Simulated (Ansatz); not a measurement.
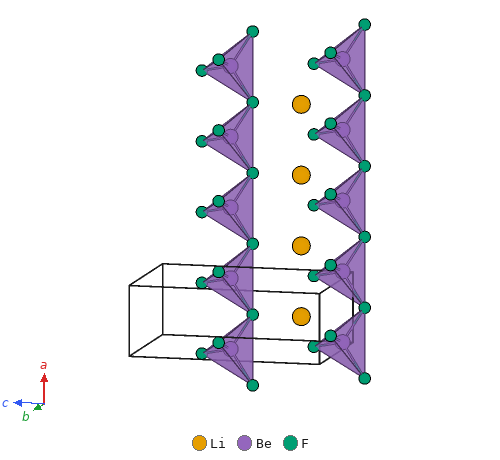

Polyhedra are drawn about Be (bonds: Be–F below 1.8 Å); other atoms are plain spheres.

LiBeF₃ (space group Amm2, No. 38): the end point of a relaxation at fixed volume with Ansatz 0.2.0, DFT PBE, scalar-relativistic, plane waves, PAW; the starting structure was generated, so it need not be a known form of this composition.

What figure surrounds each Be atom, and what does it share with the other drawn polyhedra?

Answer. Be: BeF4 tetrahedron, sharing corners with two neighbours.

How do these polyhedra hang together as a whole?

Answer. They form chains of corner-sharing tetrahedra along [100]. Their corner atoms also have Li as close neighbours (those links are not drawn).

How far apart are the centres of linked polyhedra?

Answer. Centre to centre across a shared corner: 2.72 Å.
